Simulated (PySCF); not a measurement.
# C2H9BSSi: geometry relaxation (part 2 of 2)

The same run, continued: C2H9BSSi; PBE0-D3(BJ)/def2-SVP geometry optimisation, gas phase (PySCF 2.14.0). 

Geometry of the input (Å):
```
B  -2.0813  1.5430  0.2044
Si -0.5840  0.4652  0.7108
C  -0.8461  -1.4265  0.5808
S  1.0200  1.0335  -0.7149
C  2.3496  -0.0378  -0.1605
H  -2.3813  2.5453  0.7844
H  -2.7608  1.2912  -0.7180
H  0.1129  0.6854  2.0052
H  -1.1098  -1.7126  -0.3995
H  -1.6179  -1.7548  1.2703
H  0.0646  -1.9772  0.8624
H  3.2475  0.3002  -0.6692
H  2.4604  0.0914  0.9112
H  2.1190  -1.0612  -0.3951
```

### Trajectory as extended XYZ, continued
```
14
Properties=species:S:1:pos:R:3:forces:R:3 step=15 energy=-21591.89502
B    -0.8990    1.4654    0.0176    0.3846   0.0214  -0.2976
Si   -0.5626   -0.2179    0.9284   -0.3366   0.0576   0.5190
C    -1.6208   -1.7595    0.9532   -0.0676  -0.0644  -0.1394
S     0.5172    0.1744   -0.9676    0.0816  -0.0494  -0.1093
C     2.1820    0.6277   -0.3779   -0.0508   0.0765  -0.0323
H    -0.2718    2.4495    0.3363   -0.0270   0.0279   0.1137
H    -1.8126    1.5886   -0.7649   -0.0444  -0.0909   0.0116
H     0.4562   -0.3025    2.0210    0.1038  -0.0167  -0.1044
H    -2.2728   -1.8394    0.0678    0.0885   0.0462   0.0567
H    -2.2732   -1.6884    1.8399    0.0006  -0.0262  -0.0016
H    -1.0205   -2.6766    1.0450    0.0022  -0.0014  -0.0180
H     2.7498    0.9977   -1.2429   -0.0373   0.0058  -0.0056
H     2.1170    1.4227    0.3748   -0.0283   0.0314   0.0433
H     2.6932   -0.2471    0.0465   -0.0692  -0.0177  -0.0362
14
Properties=species:S:1:pos:R:3:forces:R:3 step=16 energy=-21591.83377
B    -0.7299    1.3581   -0.0667   -0.4910   1.0888   0.2569
Si   -0.5590   -0.2450    1.0147   -0.3231   0.0574   0.4860
C    -1.6640   -1.7538    0.9974    0.0126  -0.1193  -0.0614
S     0.4654    0.1637   -0.9304    1.0789  -1.0918  -0.7496
C     2.1215    0.7100   -0.4046   -0.0065  -0.0802  -0.0441
H    -0.0559    2.3203    0.2284   -0.2802   0.1608   0.2070
H    -1.7076    1.5262   -0.7580   -0.0919  -0.0269   0.0521
H     0.4873   -0.3886    2.0724    0.1266  -0.0270  -0.1205
H    -2.2926   -1.8055    0.0954    0.0512   0.0554   0.0169
H    -2.3373   -1.6709    1.8670   -0.0133  -0.0191  -0.0027
H    -1.0967   -2.6911    1.0980   -0.0110   0.0038  -0.0235
H     2.6158    1.1619   -1.2754   -0.0197   0.0163  -0.0092
H     2.0277    1.4584    0.3920   -0.0232   0.0010   0.0289
H     2.7073   -0.1490   -0.0532   -0.0094  -0.0193  -0.0368
14
Properties=species:S:1:pos:R:3:forces:R:3 step=17 energy=-21591.92276
B    -0.8101    1.4177   -0.0176    0.1352   0.2913  -0.2272
Si   -0.5613   -0.2361    0.9705   -0.3305   0.0969   0.5001
C    -1.6451   -1.7608    0.9762    0.0161  -0.0778  -0.0765
S     0.4904    0.1726   -0.9494    0.3587  -0.3469  -0.2779
C     2.1487    0.6717   -0.3892   -0.0257   0.0134  -0.0170
H    -0.1635    2.3947    0.2894   -0.1399   0.0584   0.1472
H    -1.7417    1.5474   -0.7778   -0.1075  -0.0258   0.0840
H     0.4761   -0.3431    2.0423    0.1072  -0.0411  -0.1070
H    -2.2842   -1.8214    0.0827    0.0368   0.0413   0.0037
H    -2.3074   -1.6874    1.8551   -0.0032  -0.0144  -0.0035
H    -1.0614   -2.6888    1.0679   -0.0045   0.0024  -0.0200
H     2.6842    1.0748   -1.2596   -0.0155   0.0131  -0.0026
H     2.0667    1.4501    0.3800   -0.0150   0.0005   0.0219
H     2.6907   -0.1968    0.0067   -0.0122  -0.0113  -0.0253
14
Properties=species:S:1:pos:R:3:forces:R:3 step=18 energy=-21591.95338
B    -0.7805    1.4055   -0.0437    0.0167   0.0148  -0.0422
Si   -0.5622   -0.2391    0.9901   -0.1555   0.1879   0.2735
C    -1.6568   -1.7576    0.9816    0.0780  -0.0430   0.0031
S     0.5218    0.0920   -0.9460   -0.0126   0.0235  -0.1139
C     2.1456    0.6851   -0.3921    0.0177  -0.0331   0.0285
H    -0.1397    2.3788    0.2930   -0.0634  -0.0163  -0.0161
H    -1.7529    1.5405   -0.7518    0.0142  -0.0448  -0.0097
H     0.4986   -0.3505    2.0375    0.0624  -0.0644  -0.0371
H    -2.2748   -1.7989    0.0749   -0.0263   0.0174  -0.0488
H    -2.3354   -1.6867    1.8478   -0.0104  -0.0142  -0.0081
H    -1.0832   -2.6917    1.0732    0.0006   0.0055  -0.0186
H     2.6654    1.0881   -1.2717    0.0042   0.0180   0.0052
H     2.0176    1.4795    0.3558    0.0215  -0.0465  -0.0143
H     2.7186   -0.1502    0.0285    0.0530  -0.0046  -0.0015
14
Properties=species:S:1:pos:R:3:forces:R:3 step=19 energy=-21591.97128
B    -0.7939    1.4097   -0.0502    0.0930   0.0317   0.0607
Si   -0.5650   -0.2057    1.0333   -0.1039   0.1069   0.0677
C    -1.6473   -1.7335    0.9861    0.0619  -0.0430   0.0275
S     0.5095    0.0945   -0.9285   -0.0418  -0.0381  -0.0500
C     2.1526    0.6570   -0.3958   -0.0580   0.0161   0.0048
H    -0.1847    2.4097    0.2632   -0.0351  -0.0130  -0.0308
H    -1.7836    1.4952   -0.7422    0.0318  -0.0429  -0.0316
H     0.5162   -0.3350    2.0585    0.0302  -0.0333  -0.0244
H    -2.2462   -1.7533    0.0649   -0.0221   0.0157  -0.0208
H    -2.3431   -1.6960    1.8403   -0.0157  -0.0135  -0.0078
H    -1.0659   -2.6646    1.0590    0.0013   0.0082  -0.0115
H     2.6495    1.0957   -1.2715    0.0075   0.0230   0.0095
H     2.0499    1.4187    0.3881    0.0348  -0.0144   0.0095
H     2.7340   -0.1977   -0.0279    0.0162  -0.0036  -0.0027
14
Properties=species:S:1:pos:R:3:forces:R:3 step=20 energy=-21591.98006
B    -0.7787    1.4070   -0.0517    0.0087   0.0321   0.0179
Si   -0.5671   -0.1812    1.0828    0.0148   0.0522  -0.0855
C    -1.6437   -1.7136    0.9969    0.0090   0.0097   0.0450
S     0.4914    0.0828   -0.9094    0.0257  -0.0504   0.0143
C     2.1424    0.6443   -0.3994   -0.0404  -0.0042  -0.0043
H    -0.1992    2.4387    0.2028   -0.0039  -0.0197   0.0178
H    -1.7795    1.4350   -0.7318   -0.0211  -0.0142  -0.0068
H     0.5431   -0.3412    2.0732   -0.0017  -0.0181  -0.0002
H    -2.2277   -1.7008    0.0652   -0.0215  -0.0035  -0.0037
H    -2.3545   -1.7116    1.8393   -0.0060  -0.0086  -0.0066
H    -1.0580   -2.6433    1.0429    0.0119   0.0103  -0.0070
H     2.6048    1.1408   -1.2631    0.0027   0.0187   0.0063
H     2.0603    1.3584    0.4300    0.0140  -0.0038   0.0173
H     2.7484   -0.2206   -0.1006    0.0078  -0.0005  -0.0045
14
Properties=species:S:1:pos:R:3:forces:R:3 step=21 energy=-21591.98198
B    -0.7807    1.4102   -0.0552    0.0024   0.0012   0.0015
Si   -0.5670   -0.1762    1.0787    0.0240  -0.0013  -0.0631
C    -1.6421   -1.7101    0.9994   -0.0192   0.0175   0.0124
S     0.4915    0.0809   -0.9143    0.0030  -0.0104   0.0335
C     2.1407    0.6406   -0.3973   -0.0176   0.0068  -0.0055
H    -0.2038    2.4416    0.2017    0.0104  -0.0002   0.0030
H    -1.7843    1.4328   -0.7328    0.0002  -0.0083  -0.0019
H     0.5485   -0.3453    2.0619   -0.0066  -0.0009   0.0062
H    -2.2329   -1.6975    0.0713   -0.0069  -0.0083   0.0093
H    -2.3489   -1.7136    1.8452    0.0039  -0.0041   0.0003
H    -1.0516   -2.6368    1.0391    0.0087   0.0028  -0.0057
H     2.5963    1.1650   -1.2482   -0.0028   0.0126   0.0061
H     2.0612    1.3306    0.4527    0.0018  -0.0053   0.0126
H     2.7550   -0.2276   -0.1254   -0.0014  -0.0019  -0.0086
14
Properties=species:S:1:pos:R:3:forces:R:3 step=22 energy=-21591.98445
B    -0.7759    1.4119   -0.0658   -0.0229  -0.0152  -0.0005
Si   -0.5645   -0.1738    1.0677    0.0231  -0.0480  -0.0076
C    -1.6428   -1.7063    1.0063   -0.0401   0.0190  -0.0334
S     0.4917    0.0803   -0.9248   -0.0055   0.0039   0.0169
C     2.1346    0.6406   -0.3927    0.0266   0.0205  -0.0008
H    -0.1992    2.4422    0.1918    0.0133   0.0193  -0.0092
H    -1.7856    1.4285   -0.7360    0.0214   0.0038  -0.0002
H     0.5609   -0.3579    2.0372   -0.0148   0.0156   0.0156
H    -2.2526   -1.6965    0.0899    0.0121  -0.0066   0.0151
H    -2.3350   -1.7159    1.8639    0.0188   0.0039   0.0138
H    -1.0455   -2.6291    1.0326   -0.0024  -0.0094  -0.0018
H     2.5676    1.2365   -1.2079   -0.0105   0.0025   0.0039
H     2.0569    1.2651    0.5071   -0.0096  -0.0072   0.0012
H     2.7716   -0.2310   -0.1919   -0.0094  -0.0023  -0.0131
14
Properties=species:S:1:pos:R:3:forces:R:3 step=23 energy=-21591.98569
B    -0.7719    1.4121   -0.0706   -0.0137  -0.0340  -0.0140
Si   -0.5627   -0.1776    1.0581    0.0181  -0.0357   0.0209
C    -1.6467   -1.7063    1.0108   -0.0285   0.0122  -0.0421
S     0.4954    0.0794   -0.9309   -0.0093   0.0122   0.0045
C     2.1335    0.6440   -0.3906    0.0357   0.0186   0.0020
H    -0.1948    2.4434    0.1831    0.0079   0.0111  -0.0036
H    -1.7795    1.4251   -0.7437    0.0105   0.0108   0.0040
H     0.5636   -0.3671    2.0256   -0.0163   0.0178   0.0175
H    -2.2724   -1.6991    0.1055    0.0112   0.0007   0.0072
H    -2.3236   -1.7141    1.8805    0.0187   0.0045   0.0161
H    -1.0488   -2.6290    1.0287   -0.0082  -0.0104   0.0006
H     2.5427    1.2946   -1.1756   -0.0107  -0.0014   0.0002
H     2.0576    1.2142    0.5448   -0.0084  -0.0053  -0.0030
H     2.7898   -0.2249   -0.2486   -0.0070  -0.0013  -0.0103
14
Properties=species:S:1:pos:R:3:forces:R:3 step=24 energy=-21591.98680
B    -0.7635    1.4037   -0.0791   -0.0164  -0.0082   0.0078
Si   -0.5615   -0.1831    1.0549    0.0008  -0.0185   0.0278
C    -1.6545   -1.7051    1.0148   -0.0004  -0.0068  -0.0290
S     0.5020    0.0725   -0.9314    0.0128  -0.0061  -0.0143
C     2.1357    0.6507   -0.3919    0.0197   0.0063  -0.0006
H    -0.1836    2.4335    0.1767   -0.0030   0.0075  -0.0089
H    -1.7703    1.4193   -0.7529    0.0050   0.0126   0.0020
H     0.5582   -0.3735    2.0295   -0.0087   0.0150   0.0127
H    -2.2906   -1.6977    0.1174    0.0036   0.0089   0.0013
H    -2.3188   -1.7063    1.8943    0.0085   0.0014   0.0096
H    -1.0616   -2.6314    1.0292   -0.0111  -0.0078   0.0002
H     2.5143    1.3483   -1.1513   -0.0059  -0.0009  -0.0022
H     2.0634    1.1727    0.5714   -0.0028  -0.0027  -0.0022
H     2.8131   -0.2090   -0.3044   -0.0020  -0.0006  -0.0042
14
Properties=species:S:1:pos:R:3:forces:R:3 step=25 energy=-21591.98742
B    -0.7617    1.3987   -0.0791    0.0035  -0.0118  -0.0030
Si   -0.5613   -0.1873    1.0571    0.0053   0.0075   0.0070
C    -1.6593   -1.7056    1.0148    0.0172  -0.0068  -0.0010
S     0.5087    0.0661   -0.9272   -0.0009  -0.0039  -0.0050
C     2.1410    0.6544   -0.3936   -0.0044  -0.0010  -0.0019
H    -0.1827    2.4312    0.1699   -0.0037  -0.0054   0.0039
H    -1.7650    1.4130   -0.7574   -0.0070   0.0068  -0.0003
H     0.5502   -0.3725    2.0418   -0.0046   0.0064   0.0066
H    -2.2989   -1.6931    0.1204   -0.0059   0.0102  -0.0043
H    -2.3179   -1.7027    1.8987   -0.0023  -0.0033  -0.0004
H    -1.0731   -2.6363    1.0269   -0.0047  -0.0004  -0.0032
H     2.4997    1.3729   -1.1429    0.0020   0.0012   0.0000
H     2.0731    1.1544    0.5815    0.0028   0.0000   0.0005
H     2.8295   -0.1986   -0.3338    0.0027   0.0006   0.0011
14
Properties=species:S:1:pos:R:3:forces:R:3 step=26 energy=-21591.98765
B    -0.7612    1.3945   -0.0802   -0.0002   0.0005   0.0041
Si   -0.5612   -0.1874    1.0614   -0.0002   0.0053  -0.0079
C    -1.6597   -1.7051    1.0135    0.0143  -0.0068   0.0103
S     0.5105    0.0620   -0.9236    0.0031  -0.0060   0.0018
C     2.1426    0.6555   -0.3944   -0.0090  -0.0024  -0.0032
H    -0.1828    2.4269    0.1702   -0.0013  -0.0024  -0.0008
H    -1.7644    1.4096   -0.7588   -0.0028   0.0033   0.0004
H     0.5461   -0.3683    2.0516   -0.0020   0.0022   0.0022
H    -2.2978   -1.6870    0.1180   -0.0052   0.0066  -0.0020
H    -2.3197   -1.7032    1.8964   -0.0040  -0.0041  -0.0037
H    -1.0767   -2.6376    1.0237   -0.0010   0.0008  -0.0052
H     2.4954    1.3771   -1.1434    0.0032   0.0016   0.0010
H     2.0765    1.1528    0.5822    0.0027   0.0006   0.0012
H     2.8344   -0.1952   -0.3394    0.0023   0.0006   0.0017
```

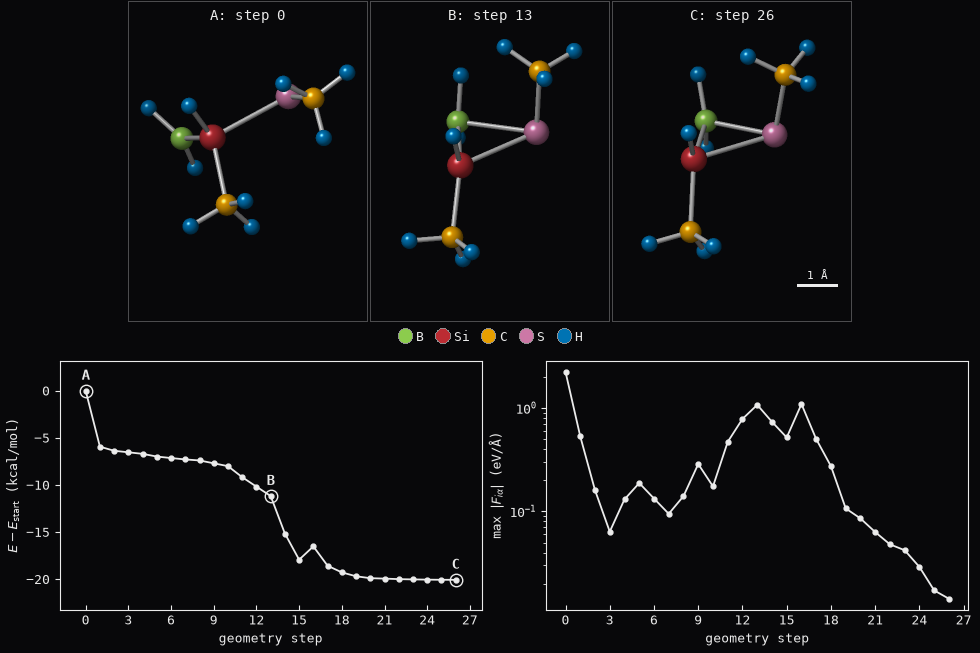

Figure 1. Frames of the relaxation (ball-and-stick view, seen at a tilt) above the curves, on which the letters mark them (steps are counted from 0).

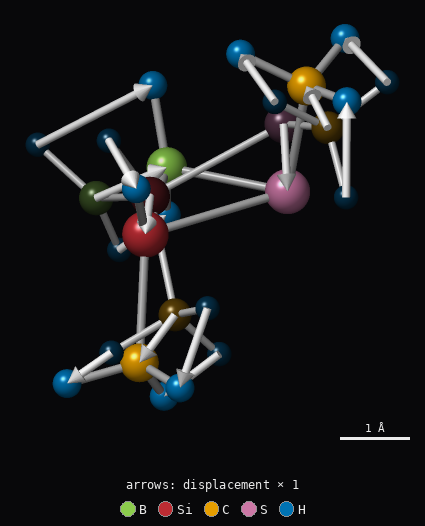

Figure 2. Start (faint) and end (solid) with the displacements as white arrows, at true length (ball-and-stick view, seen at a tilt). The two geometries are laid on each other by the best rigid fit. The largest move after the best rigid fit is that of H6, 2.08 Å. By element the largest moves are H 2.08 Å, B 1.28 Å, S 0.99 Å, C 0.93 Å, Si 0.79 Å. Distances before and after: B1–S4 3.275 → 2.026 Å, Si2–S4 2.220 → 2.270 Å, B1–Si2 1.913 → 1.961 Å, C3–H9 1.055 → 1.100 Å. New bonds form: B1–S4 (3.27 → 2.03 Å). Among the angles that change: B1–Si2–S4 104.5° → 56.7°, B1–Si2–C3 115.6° → 125.4°, Si2–B1–H7 122.7° → 114.9°. After 26 geometry steps the energy has fallen by 20.1 kcal/mol. Largest force component: 2.2 eV/Å at the start, 0.014 eV/Å at the end. (Atoms are counted from 1 in the order of the input.)

### Results in brief

- outcome: converged
- total energy: −793.490917 hartree
- dipole moment: 2.52 D
- point group: C1
- wall time: 2.7 min
- peak memory: 0.48 GiB
